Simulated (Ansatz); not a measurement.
The figure comes from a scan of ZnSe (zinc blende): the cell is scaled evenly about its relaxed volume V₀. Method: r2SCAN (plane waves to 500 eV, PAW, scalar-relativistic; Ansatz, an electronic-structure program). k mesh 11×11×11 (Γ-centred), Fermi-Dirac smearing 0.05 eV. E stands for the smeared free energy. ZnSe was relaxed with its symmetry unable to fall. The zero of ΔE is the relaxed starting cell.

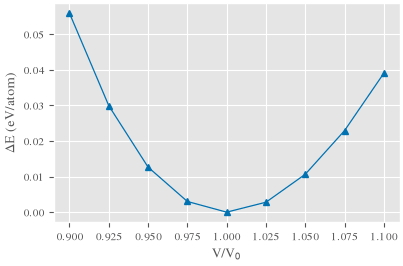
Figure. ΔE (eV/atom) against V/V₀; markers are the computed points, lines only join them.

### Question
List the plotted points as numbers.

### Answer
To the nearest 0.001:

```tsv
V/V₀	ΔE (eV/atom)
0.900	0.056
0.925	0.030
0.950	0.013
0.975	0.003
1.000	0.000
1.025	0.003
1.050	0.011
1.075	0.023
1.100	0.039
```

(Under strain, the slope of the energy per volume gives the stress and its curvature an elastic modulus.)
